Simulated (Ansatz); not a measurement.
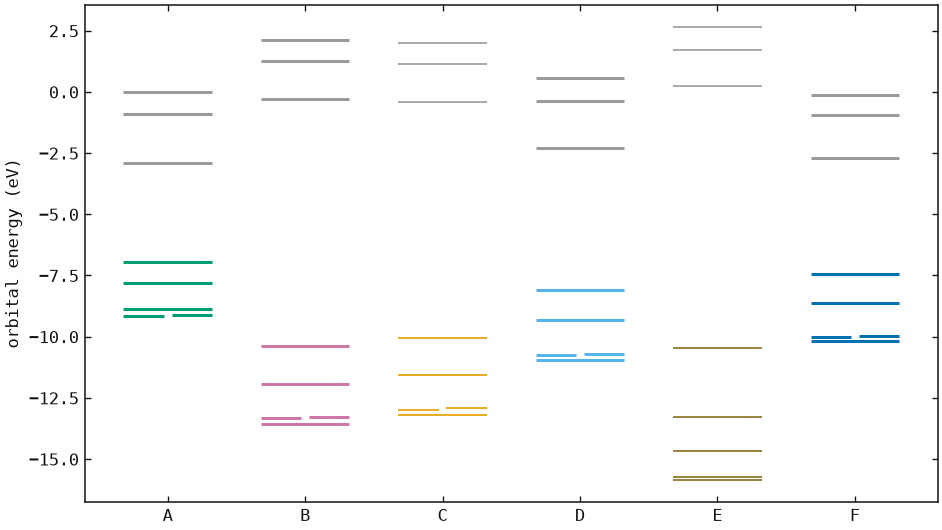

Frontier orbital energies of SnHOF, SMILES [OH][Sn][F], singlet at one geometry, def2-TZVPP, the Ansatz code 0.2.0, at a PBE0-D4/def2-TZVP geometry (a minimum by its frequencies). Empty levels are grey, levels within 0.1 eV stand side by side; all columns show the same few orbitals around the gap.

The columns come from HF, HSE06, LC-wPBE, r2SCAN, r2SCAN0 and ωB97X-V. Which is which?

Answer. A: r2SCAN (HOMO −6.93, LUMO −2.92, separation 4.02 eV)
B: LC-wPBE (HOMO −10.37, LUMO −0.30, separation 10.06 eV)
C: ωB97X-V (HOMO −10.07, LUMO −0.40, separation 9.67 eV)
D: r2SCAN0 (HOMO −8.08, LUMO −2.29, separation 5.79 eV)
E: HF (HOMO −10.47, LUMO 0.23, separation 10.70 eV)
F: HSE06 (HOMO −7.45, LUMO −2.69, separation 4.76 eV)

Limits of at least one run: core potentials past krypton; empty levels above zero depend strongly on the basis; spin-orbit coupling is left out, and with Sn it can shift these levels and split any degenerate set.
